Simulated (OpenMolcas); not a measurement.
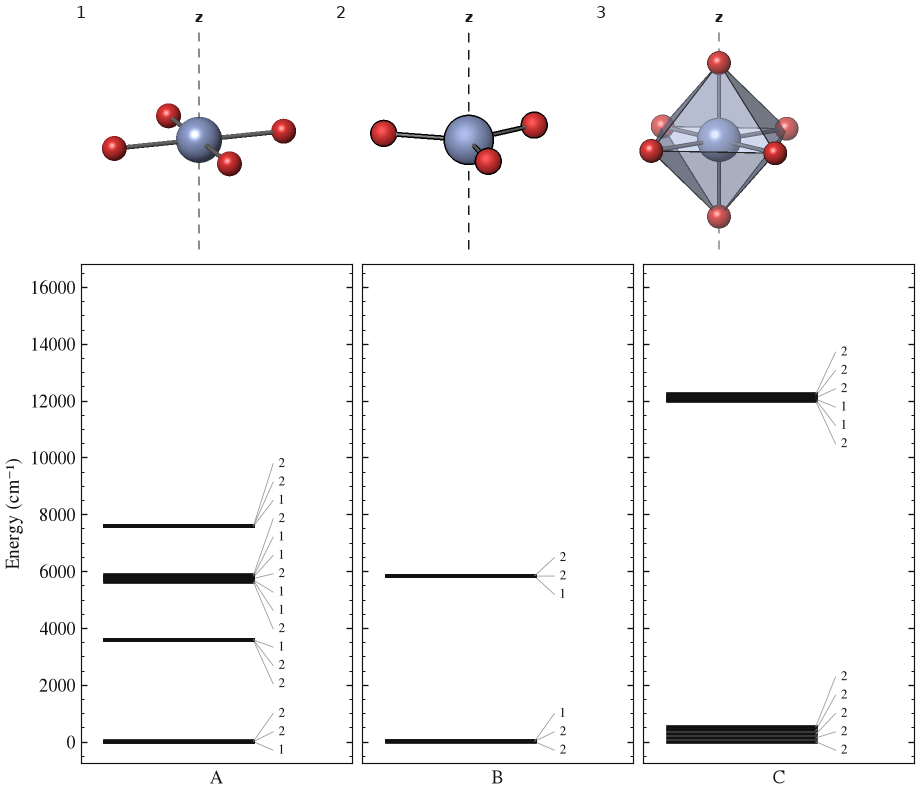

Cr²⁺ (3d⁴) among point charges in three arrangements (top) and its lowest levels in each (bottom, numbers are degeneracies). Level of the calculation: state-averaged CASSCF, active space 4 electrons in the shell 3d, basis ANO-RCC-VDZP, DKH2 scalar Hamiltonian, spin-orbit coupling by RASSI with atomic mean-field integrals (OpenMolcas).

(1) 4 point charges of −2 e at 1.95 Å, arranged as: square (D4h)
(2) 3 point charges of −1.6 e at 1.76 Å, arranged as: trigonal planar (D3h)
(3) 6 point charges of −1 e at 1.99 Å, arranged as: tetragonal octahedron (D4h), axial distortion 0.89

Match the level schemes to the arrangements.

Answer. A is (3). The ground level is A₁, non-degenerate, 100 % from states of spin multiplicity 5. The next level lies at 3.3 cm⁻¹ (E). B is (1). The ground level is doubly degenerate, 100 % from states of spin multiplicity 5. Its principal g values are 0.00, 0.00 and 7.62, easy-axis. The next level lies at 11 cm⁻¹ (E). C is (2). The ground level is doubly degenerate, 100 % from states of spin multiplicity 5. Its principal g values are 0.00, 0.00 and 4.09, easy-axis. The next level lies at 132 cm⁻¹ (E).

Known limits: point charges lack covalency, field too small at true ligand charges; small active space favours high spin, ground spin may be wrong.
